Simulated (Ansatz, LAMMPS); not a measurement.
# A frame of liquid 96GeO2-4CaO (mol %) from 2500 K, run at 300 K (71 atoms): a short ab initio trajectory

Aim: follow a frame of liquid 96GeO2-4CaO (mol %) from 2500 K, run at 300 K (71 atoms) for a short time with forces from DFT, then look at structure and electrons in the last frame.

Program: Ansatz 0.2.0. Level of theory: Kohn-Sham DFT, LDA, PAW (set soft_2), plane waves. Results are calculated unless marked as measured.

### 1. The starting structure

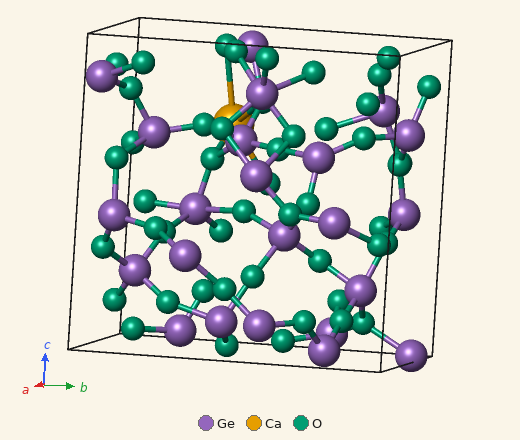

The starting structure, seen slightly off an axis (germanium purple, calcium orange, oxygen teal). Bonds to atoms that aren't drawn are left out. Some periodic images of atoms are drawn too.

The cell holds 71 atoms: 23 Ge, 1 Ca and 47 O. Its edges and angles: a = 10.367 Å, b = 10.367 Å, c = 10.367 Å, α = 90.0°, β = 90.0°, γ = 90.0°. 71 atoms (23 Ge, 1 Ca, 47 O) placed at random at 3.67 g/cm³, melted at 4000 K for 10 ps at fixed volume with the Morse and Coulomb pair potential with partial charges (Pedone, Malavasi, Menziani, Cormack and Segre, J. Phys. Chem. B 110, 11780 (2006)). Snapshot at the end of a hold of 10 ps at 2500 K and fixed volume.

Before any run, some limits are plain. The network of bonds at the start is that of the classical potential that made the cell. The cell was made at 2500 K but the dynamics is set to 300 K: the trajectory isn't one at 2500 K. Only the Γ point is sampled, in a cell whose shortest periodic width is 10 Å.

### 2. Dynamics started at 300 K

A Langevin thermostat couples each atom to a heat bath, at the price of damped dynamics. The time step is 1.0 fs.

input.yaml reads:

```yaml
crystal:
  lattice:
    - [10.367, 0.0, 0.0]
    - [0.0, 10.367, 0.0]
    - [0.0, 0.0, 10.367]
  atoms:
    - { symbol: Ge, position: [0.58961, 0.69418, 0.63574] }
    - { symbol: Ge, position: [0.50017, 0.58525, 0.3783] }
    - { symbol: Ge, position: [0.05557, 0.20063, 0.02724] }
    - { symbol: Ge, position: [0.77875, 0.08421, 0.42096] }
    [... 61 atom lines left out ...]
    - { symbol: O, position: [0.92844, 0.56502, 0.958] }
    - { symbol: O, position: [0.90769, 0.47184, 0.22055] }
    - { symbol: O, position: [0.82314, 0.71782, 0.13018] }
    - { symbol: O, position: [0.15498, 0.06585, 0.02894] }
    - { symbol: O, position: [0.06671, 0.62822, 0.69596] }
    - { symbol: O, position: [0.86853, 0.94863, 0.39238] }
kpoints:
  mp_grid: { grid: [1, 1, 1] }
hamiltonian:
  xc: lda
scf:
  occupations: { method: fixed }
output:
  forces: true
md:
  timestep: 1.0
  n_steps: 217
  ensemble: nvt_langevin
  temperature: 300
  initial_velocities: maxwell_boltzmann
  seed: 5281
```

Launch:

```
$ ansatz run input.yaml --threads 4 --pin off --max-ram 8192MiB --backend cpu --events-out ev --progress --plain --runs-dir out
```

Elapsed: 29 min, on 4 threads of Arm Neoverse V1, shared host; peak memory 1.4 GiB.

The program notes that it switched symmetry off.

The trajectory, sampled:

| time (fs) | T (K) | potential (meV/atom) |
| --- | --- | --- |
| 0.0 | 296 | 0.0 |
| 14.0 | 1362 | -160.2 |
| 29.0 | 1223 | -177.6 |
| 43.0 | 1047 | -179.5 |
| 58.0 | 1009 | -206.1 |
| 72.0 | 907 | -220.3 |
| 87.0 | 808 | -226.7 |
| 101.0 | 766 | -242.5 |
| 116.0 | 723 | -256.8 |
| 130.0 | 624 | -261.3 |
| 145.0 | 664 | -274.4 |
| 159.0 | 565 | -272.7 |
| 174.0 | 499 | -274.4 |
| 188.0 | 422 | -279.0 |
| 203.0 | 479 | -292.7 |
| 217.0 | 437 | -293.0 |

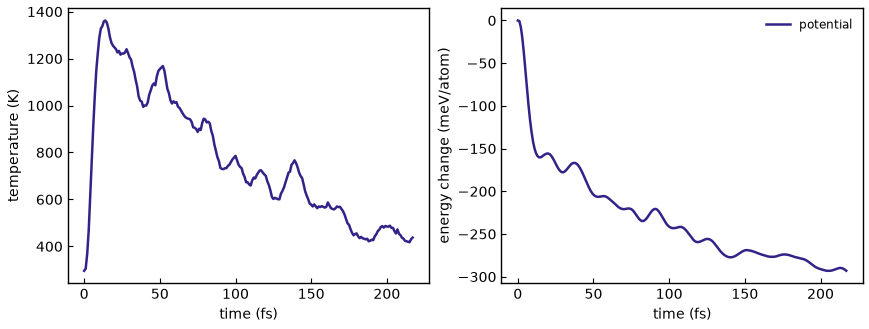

Temperature and energies against time.

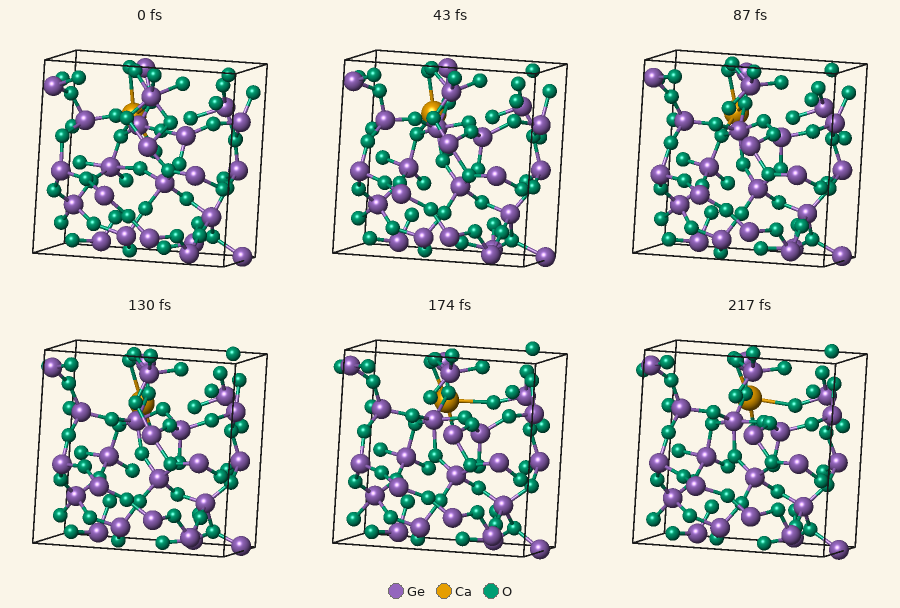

6 frames of the run. Bonds to atoms that aren't drawn are left out.

Mean square displacement from the first frame to the last: Ge 0.18 Å², Ca 1.0 Å², O 0.30 Å².

Mean square displacement against time lag:

| time lag (fs) | Ca (Å²) | Ge (Å²) | O (Å²) |
| --- | --- | --- | --- |
| 1.0 | 4.6e-5 | 2.7e-5 | 1.2e-4 |
| 10.0 | 0.00449 | 0.00262 | 0.0110 |
| 19.0 | 0.0158 | 0.00862 | 0.0322 |
| 28.0 | 0.0335 | 0.0164 | 0.0532 |
| 32.0 | 0.0434 | 0.0200 | 0.0616 |
| 41.0 | 0.0698 | 0.0283 | 0.0796 |
| 50.0 | 0.102 | 0.0364 | 0.0980 |
| 59.0 | 0.141 | 0.0442 | 0.115 |
| 68.0 | 0.185 | 0.0515 | 0.130 |
| 77.0 | 0.233 | 0.0585 | 0.145 |
| 82.0 | 0.262 | 0.0623 | 0.153 |
| 91.0 | 0.316 | 0.0690 | 0.168 |
| 100.0 | 0.375 | 0.0753 | 0.181 |
| 109.0 | 0.438 | 0.0813 | 0.192 |

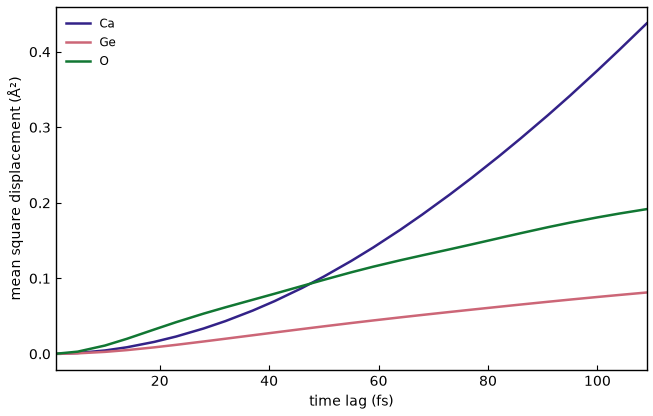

Mean square displacement, plotted against time lag.

Over the second half of 217 fs the temperature averages 561 K, falling from about 665 to 456 K (means over the first and last quarter of that half). From first frame to last Ca has the largest mean square displacement, 1.0 Å² at the end; the farthest move is 1.01 Å. The mean temperature of 561 K lies well off the 300 K of the input, so the thermostat hasn't yet brought the run to equilibrium. The count of bonds goes from 98 in the first frame to 98 in the last, by one set of cutoffs: 4 pairs passed out of them and 4 came within. The run spans 0.22 ps, too short for its means to be equilibrium values.

### 3. Distances and neighbours late in the run

The g(r) is a mean over the second half; what follows it is taken at the last frame.

Density 3.67 g/cm³, 15.69 Å³ an atom.

Mean of 14 frames. g(r), total and by pair (bins of 0.2 Å):

| r (Å) | total | O-O | O-Ge | O-Ca | Ge-Ge | Ge-Ca | Ca-Ca |
| --- | --- | --- | --- | --- | --- | --- | --- |
| 1.60 | 0.82 | 0.00 | 1.90 | 0.00 | 0.00 | 0.00 | 0.00 |
| 1.80 | 4.28 | 0.00 | 9.99 | 0.00 | 0.00 | 0.00 | 0.00 |
| 2.00 | 0.18 | 0.00 | 0.41 | 0.33 | 0.00 | 0.00 | 0.00 |
| 2.20 | 0.08 | 0.02 | 0.05 | 2.80 | 0.00 | 0.00 | 0.00 |
| 2.40 | 0.15 | 0.16 | 0.07 | 2.49 | 0.00 | 0.00 | 0.00 |
| 2.60 | 0.71 | 1.47 | 0.05 | 2.35 | 0.00 | 0.00 | 0.00 |
| 2.80 | 1.66 | 3.60 | 0.12 | 0.43 | 0.06 | 1.33 | 0.00 |
| 3.00 | 1.24 | 2.25 | 0.25 | 0.59 | 1.22 | 0.95 | 0.00 |
| 3.20 | 0.72 | 0.73 | 0.22 | 0.26 | 2.72 | 1.88 | 0.00 |
| 3.40 | 0.86 | 0.69 | 0.48 | 0.06 | 3.37 | 0.00 | 0.00 |
| 3.60 | 0.66 | 0.50 | 0.91 | 0.56 | 0.26 | 1.13 | 0.00 |
| 3.80 | 0.72 | 0.42 | 1.06 | 1.50 | 0.19 | 3.14 | 0.00 |
| 4.00 | 0.88 | 0.63 | 1.27 | 0.76 | 0.32 | 0.69 | 0.00 |
| 4.20 | 1.12 | 0.71 | 1.78 | 0.65 | 0.22 | 1.41 | 0.00 |
| 4.40 | 1.29 | 0.88 | 1.88 | 0.94 | 0.65 | 0.92 | 0.00 |
| 4.60 | 1.12 | 0.89 | 1.39 | 0.92 | 1.03 | 0.66 | 0.00 |
| 4.80 | 0.99 | 0.93 | 0.97 | 2.14 | 1.17 | 0.30 | 0.00 |
| 5.00 | 1.11 | 1.40 | 0.74 | 1.25 | 1.50 | 0.28 | 0.00 |

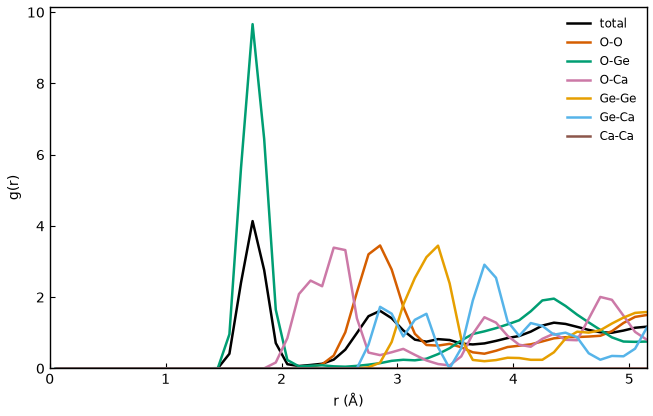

Pair distribution functions, lightly smoothed.

Bonds by pair of elements; cutoffs follow the first minimum of g(r), held within bounds set by covalent radii, and pairs that aren't listed don't count as bonded:

| pair A-B | cutoff (Å) | bonds | mean length (Å) | spread (Å) | shortest (Å) | B about A | A about B |
| --- | --- | --- | --- | --- | --- | --- | --- |
| O-Ge | 2.17 | 93 | 1.76 | 0.059 | 1.63 | 1.98 | 4.04 |
| O-Ca | 2.83 | 5 | 2.37 | 0.166 | 2.14 | 0.106 | 5 |

How many atoms have how many bonded neighbours:

| element | mean | 2 | 3 | 4 | 5 |
| --- | --- | --- | --- | --- | --- |
| Ca | 5 | 0 | 0 | 0 | 1 |
| Ge | 4.04 | 0 | 0 | 22 | 1 |
| O | 2.08 | 43 | 4 | 0 | 0 |

Bond angles, per cent of each kind in bins of 5°:

| angle (°) | O-Ge-O | Ge-O-Ge | O-Ca-O |
| --- | --- | --- | --- |
| 60–65 | 0.0 | 0.0 | 10.0 |
| 65–70 | 0.0 | 0.0 | 10.0 |
| 70–75 | 0.0 | 0.0 | 20.0 |
| 75–80 | 0.0 | 0.0 | 0.0 |
| 80–85 | 1.4 | 0.0 | 0.0 |
| 85–90 | 0.7 | 0.0 | 0.0 |
| 90–95 | 0.7 | 0.0 | 0.0 |
| 95–100 | 16.2 | 0.0 | 10.0 |
| 100–105 | 16.2 | 0.0 | 10.0 |
| 105–110 | 21.1 | 2.1 | 0.0 |
| 110–115 | 21.1 | 2.1 | 0.0 |
| 115–120 | 13.4 | 8.5 | 10.0 |
| 120–125 | 2.1 | 6.4 | 0.0 |
| 125–130 | 2.8 | 14.9 | 0.0 |
| 130–135 | 2.8 | 6.4 | 10.0 |
| 135–140 | 0.7 | 14.9 | 0.0 |
| 140–145 | 0.0 | 12.8 | 0.0 |
| 145–150 | 0.0 | 10.6 | 10.0 |
| 150–155 | 0.0 | 8.5 | 0.0 |
| 155–160 | 0.7 | 4.3 | 0.0 |
| 160–165 | 0.0 | 4.3 | 10.0 |
| 165–170 | 0.0 | 0.0 | 0.0 |
| 170–175 | 0.0 | 4.3 | 0.0 |

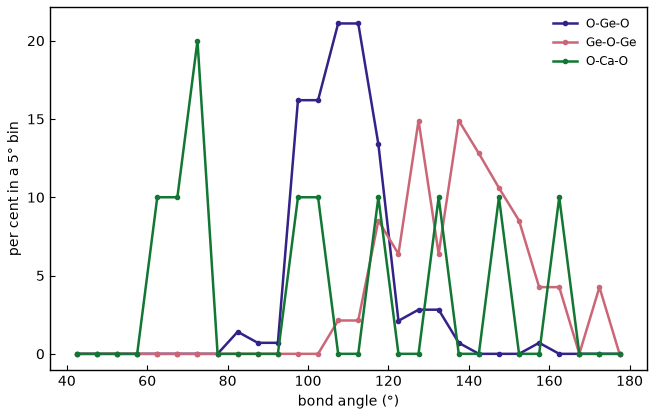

Distributions of the most common bond angles.

Bond angles (no mean is given where the spread exceeds 20°):

| angle | count | mean (°) | spread (°) |
| --- | --- | --- | --- |
| O-Ge-O | 142 | 109 | 10.5 |
| Ge-O-Ge | 47 | 138 | 14.9 |
| O-Ca-O | 10 | - | - |
| Ca-O-Ge | 8 | - | - |

Oxygen atoms by the number of network formers (Si, P, Ge, B, Al, As, Ga) bound to them:

| network formers bound to O | O atoms | per cent |
| --- | --- | --- |
| 0 | 0 | 0 |
| 1 | 2 | 4.3 |
| 2 | 44 | 93.6 |
| 3 | 1 | 2.1 |

Network units: each former by its oxygen neighbours and how many of them bridge to another former:

| former | O neighbours | bridging O | atoms |
| --- | --- | --- | --- |
| Ge | 4 | 3 | 2 |
| Ge | 4 | 4 | 20 |
| Ge | 5 | 5 | 1 |

Bond length by coordination (bonds to H left out):

| element | coordination | atoms | mean bond length (Å) |
| --- | --- | --- | --- |
| Ge | 4 | 22 | 1.76 |
| Ge | 5 | 1 | 1.85 |
| O | 2 | 43 | 1.76 |
| O | 3 | 4 | 2.00 |

Rings of the network by King's shortest-path rule, up to 12 atoms, one path for each pair of neighbours; H, halogens, alkali and alkaline-earth atoms are left out, and the last column divides by all other atoms, bonded or not:

| ring size (atoms) | rings | per network atom |
| --- | --- | --- |
| 6 | 3 | 0.043 |
| 10 | 14 | 0.2 |
| 12 | 15 | 0.214 |

With the cutoffs above, all Ca atoms have 5, 96 % of Ge atoms have 4 and 91 % of O atoms have 2 bonded neighbours. The O-Ge-O angle averages 109° with a spread of 10°. 94 % of the oxygens bridge two formers (Ge) and 4 % are non-bridging; 2 % join three. The commonest Ge unit has 4 oxygens, 4 of them shared with other formers (20 of 23 atoms). Rings of 12 atoms are the most common (47 % of those counted); sizes run from 6 to 12, where the search stops.

### 4. Single point at the last frame

The last frame is solved once more, with the analyses that the dynamics left out.

input.yaml reads:

```yaml
crystal:
  lattice:
    - [10.367, 0.0, 0.0]
    - [0.0, 10.367, 0.0]
    - [0.0, 0.0, 10.367]
  atoms:
    - { symbol: Ge, position: [0.60138, 0.66912, 0.60418] }
    - { symbol: Ge, position: [0.49319, 0.53364, 0.35199] }
    - { symbol: Ge, position: [0.08969, 0.18692, 0.01674] }
    - { symbol: Ge, position: [0.78557, 0.07634, 0.40908] }
    [... 61 atom lines left out ...]
    - { symbol: O, position: [0.93283, 0.55511, 0.01797] }
    - { symbol: O, position: [0.94069, 0.47024, 0.27635] }
    - { symbol: O, position: [0.81889, 0.71773, 0.21441] }
    - { symbol: O, position: [0.2122, 0.0782, 0.01575] }
    - { symbol: O, position: [0.02926, 0.64583, 0.70945] }
    - { symbol: O, position: [0.88274, 0.94455, 0.38355] }
kpoints:
  mp_grid: { grid: [1, 1, 1] }
hamiltonian:
  xc: lda
scf:
  occupations: { method: fixed }
output:
  forces: true
  stress: true
  populations: true
  dos:
    method: { smearing: { sigma: 0.08 } }
    de: 0.1
    projected: { site_lists: { Ca: [Ca], Ge: [Ge], O: [O] } }
  eigenvalues: true
  write_density: true
  write_potential: true
  volumetric_format: npy
```

The job ended after 22 s (4 threads; peak memory 1.4 GiB).

Read from the output:

```yaml
free_energy: -124819.0046 eV
free_energy_per_atom: -1758.0141 eV/atom
scf_cycles: 11
pressure: -3.418 GPa
r_m_s_force_component: 0.9658 eV/Å
longest_force: 4.049 eV/Å
fermi_energy: 3.417 eV
spacing_of_highest_filled_and_lowest_empty_level: 1.369 eV
spilling_of_the_projection: 0.005657
```

Neighbours are counted within 2.17 Å (O-Ge), 2.83 Å (O-Ca), the cutoffs taken from the dynamics.

Length of the force by element and coordination:

| element | coordination | atoms | mean length of the force (eV/Å) | spread | least | most |
| --- | --- | --- | --- | --- | --- | --- |
| Ca | all | 1 | 0.312 | 0 | 0.312 | 0.312 |
| Ge | all | 23 | 1.83 | 0.647 | 0.718 | 3.35 |
| Ge | 4 | 22 | 1.85 | 0.654 | 0.718 | 3.35 |
| Ge | 5 | 1 | 1.39 | 0 | 1.39 | 1.39 |
| O | all | 47 | 1.27 | 0.874 | 0.215 | 4.05 |
| O | 2 | 43 | 1.26 | 0.886 | 0.215 | 4.05 |
| O | 3 | 4 | 1.36 | 0.719 | 0.498 | 2.43 |

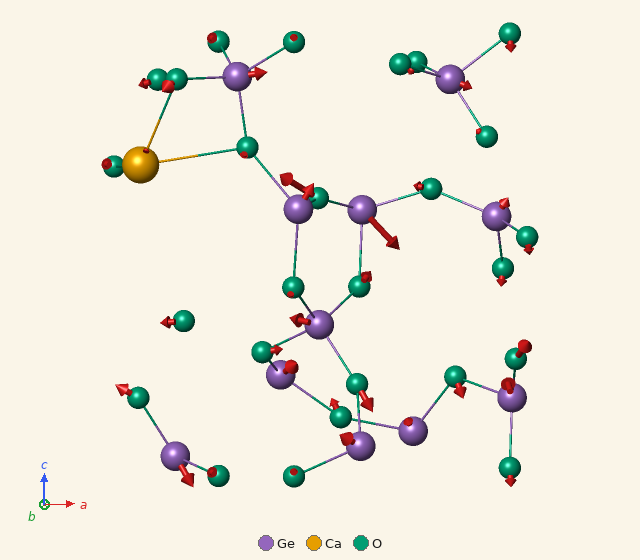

Forces as arrows; the longest in the cell is 4.05 eV/Å. Drawn is a slice 5 Å thick, seen along the normal of the ac plane. Bonds to atoms that aren't drawn are left out.

Löwdin charges by element and coordination (they lack the spilled electrons, 0.049 e an atom on average):

| element | coordination | atoms | mean charge (e) | spread | least | most |
| --- | --- | --- | --- | --- | --- | --- |
| Ca | all | 1 | 1.81 | 0 | 1.81 | 1.81 |
| Ge | all | 23 | 1.55 | 0.0341 | 1.47 | 1.61 |
| Ge | 4 | 22 | 1.55 | 0.0341 | 1.47 | 1.61 |
| Ge | 5 | 1 | 1.52 | 0 | 1.52 | 1.52 |
| O | all | 47 | -0.723 | 0.0381 | -0.869 | -0.666 |
| O | 2 | 43 | -0.720 | 0.0353 | -0.869 | -0.675 |
| O | 3 | 4 | -0.753 | 0.0516 | -0.797 | -0.666 |

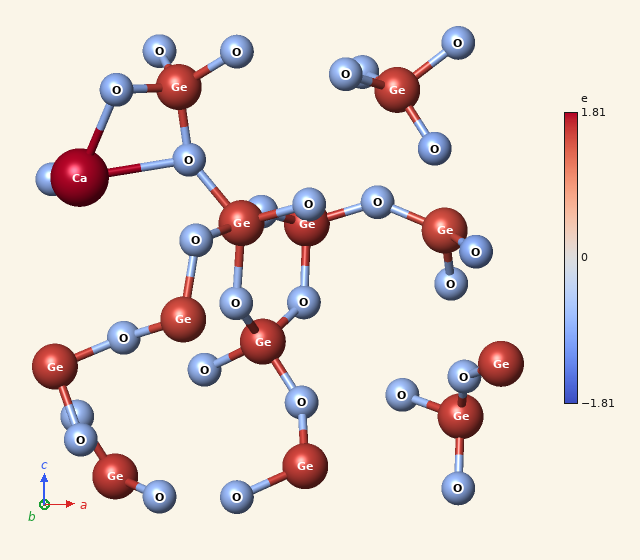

Atoms coloured by Löwdin charge. Drawn is a slice 5 Å thick, seen along the normal of the ac plane.

Density of states as counts of states in windows of 1 eV (from the Fermi level), total and the larger projections:

| from (eV) | to (eV) | total | O p | Ge p | Ge s |
| --- | --- | --- | --- | --- | --- |
| -10 | -9 | 10.0 | 5.6 | 0.5 | 3.0 |
| -9 | -8 | 10.4 | 6.1 | 0.9 | 2.5 |
| -8 | -7 | 11.7 | 7.4 | 1.4 | 2.0 |
| -7 | -6 | 18.7 | 13.3 | 4.0 | 0.8 |
| -6 | -5 | 29.0 | 21.5 | 6.5 | 0.3 |
| -5 | -4 | 19.2 | 14.8 | 2.7 | 0.3 |
| -4 | -3 | 39.0 | 33.0 | 3.3 | 0.4 |
| -3 | -2 | 66.4 | 61.7 | 2.2 | 0.3 |
| -2 | -1 | 59.0 | 56.9 | 0.8 | 0.1 |
| -1 | 0 | 9.6 | 9.1 | 0.2 | 0.0 |
| 0 | 1 | 0.9 | 0.8 | 0.0 | 0.0 |
| 1 | 2 | 2.0 | 0.4 | 0.1 | 1.0 |
| 2 | 3 | 3.9 | 1.1 | 0.5 | 1.7 |
| 3 | 4 | 10.7 | 2.6 | 1.6 | 4.4 |
| 4 | 5 | 10.9 | 2.7 | 2.3 | 3.8 |

The curve was stored every 0.10 eV, coarse against its broadening of 0.08 eV, so these counts are rough.

With fixed occupations the program's Fermi level is the highest filled level; weight inside the gap is the broadening of levels at its edges.

Between -26 and -10 eV lie 338 more states.

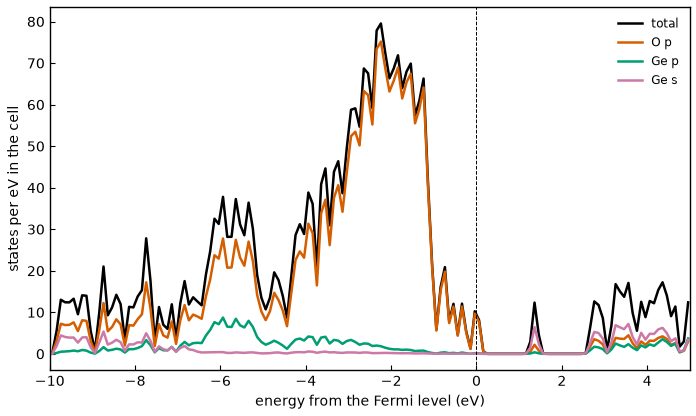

Total and projected density of states, with the broadening of the input.

The levels nearest the highest filled one (over half full), pooled over k-points and spins:

| level less the highest filled one (eV) | occupation |
| --- | --- |
| -1.03 | 2 |
| -0.784 | 2 |
| -0.775 | 2 |
| -0.558 | 2 |
| -0.324 | 2 |
| 0 | 2 |
| 1.37 | 0 |
| 2.74 | 0 |
| 2.90 | 0 |
| 3.23 | 0 |
| 3.34 | 0 |
| 3.50 | 0 |

Mean Löwdin charges: Ca +1.81, Ge +1.55, O -0.72 e (they miss 0.57 % of the electrons, so they add up to more than the cell's charge). The largest share in the top eV of filled states is O p (96 % of the projected weight), and in the lowest eV of empty states Ge s (53 % of the projected weight).

### 5. What came out

```json
{
  "mean temperature, second half": "560.7 K",
  "temperature swing, second half": "103.9 K",
  "free energy per atom": "-1758.0141 eV/atom",
  "pressure": "-3.418 GPa",
  "r.m.s. force component": "0.9658 eV/Å",
  "gap (highest filled to lowest empty level)": "1.369 eV",
  "wall time of the 2 DFT runs": "29 min"
}
```

Over the second half of 217 fs the temperature averages 561 K, falling from about 665 to 456 K (means over the first and last quarter of that half). The mean temperature of 561 K lies well off the 300 K of the input, so the thermostat hasn't yet brought the run to equilibrium. The count of bonds goes from 98 in the first frame to 98 in the last, by one set of cutoffs: 4 pairs passed out of them and 4 came within. The run spans 0.22 ps, too short for its means to be equilibrium values. With the cutoffs above, all Ca atoms have 5, 96 % of Ge atoms have 4 and 91 % of O atoms have 2 bonded neighbours. 94 % of the oxygens bridge two formers (Ge) and 4 % are non-bridging; 2 % join three.

Filled and empty levels are parted by 1.37 eV (at Γ alone); a local or semilocal functional tends to put such gaps too low. In a disordered cell it changes from sample to sample and from frame to frame.

Caveats: The starting topology of bonds comes from the classical model; in DFT 4 of its 98 bonded pairs passed out of the cutoffs and 4 came within them. The pressure of -3.4 GPa is that of one thermal frame at a volume set beforehand, without the kinetic term.

[Logs are printed without paths, hosts, clocks, repeated set-up lines and the standing remarks that a program may print on its own settings, such as how far it seeks lower states.]

[Hosts, paths, dates, database ids (printed as entryN), source tags and the programs' standing remarks are cut or masked in the printed files.]
